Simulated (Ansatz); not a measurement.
Input file:

```
crystal:
  periodic: [false, false, false]
  atoms:
    - {symbol: C, position_ang: [-0.094377, -1.214546, 0.907497]}
    - {symbol: F, position_ang: [-0.926629, 0.560845, -1.843224]}
    - {symbol: F, position_ang: [1.205171, 2.037792, -1.719087]}
    - {symbol: F, position_ang: [-0.553085, 2.040561, 0.192697]}
    - {symbol: S, position_ang: [1.306285, -0.410156, 0.045561]}
    - {symbol: Si, position_ang: [0.216874, 1.116965, -0.867309]}
    - {symbol: H, position_ang: [0.334542, -2.063816, 1.454203]}
    - {symbol: H, position_ang: [-0.836751, -1.587284, 0.189686]}
    - {symbol: H, position_ang: [-0.563629, -0.526563, 1.622875]}
basis:
  gaussian: {orbitals: def2-SVPD}
hamiltonian: {xc: {name: PBE0}}
output: {forces: true, orbitals: {seedname: orbitals}}
```

Run with:

```sh
ansatz run input.yaml --threads 2 --pin off --max-ram 5220MiB --events-out events.jsonl --progress --plain --runs-dir runs
```

Geometry: PBE0-D4/def2-SVP.

The calculation used Ansatz 0.2.0, isolated molecule in a Gaussian basis; Kohn-Sham density functional theory, functional PBE0.

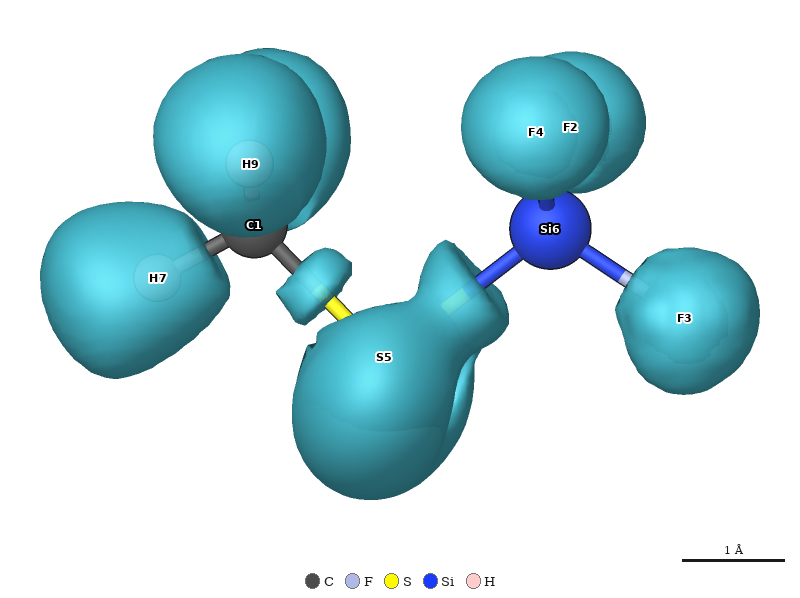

CH3F3SSi (SMILES CS[Si](F)(F)F). Isosurface of the electron localisation function at 0.8 (cyan), seen at an oblique angle. Core shells and regions of very low density are left out.

> What do the ELF domains correspond to?

The ELF exceeds this value in one region between bonded C–S atoms (shared pairs), three regions around hydrogen nuclei, one region on S in which the atom's valence shell and bonds are merged and three regions wrapped around F (its lone pairs, merged into a ring or cap).

Values along the shortest contacts:
Si–F (1.60 Å): the ELF peaks at about 0.85 in the valence shell of F, 0.6 Å from its nucleus, and is about 0.50 at the midpoint. C–S (1.83 Å): the ELF peaks at about 0.90 between the atoms: a covalent bond.
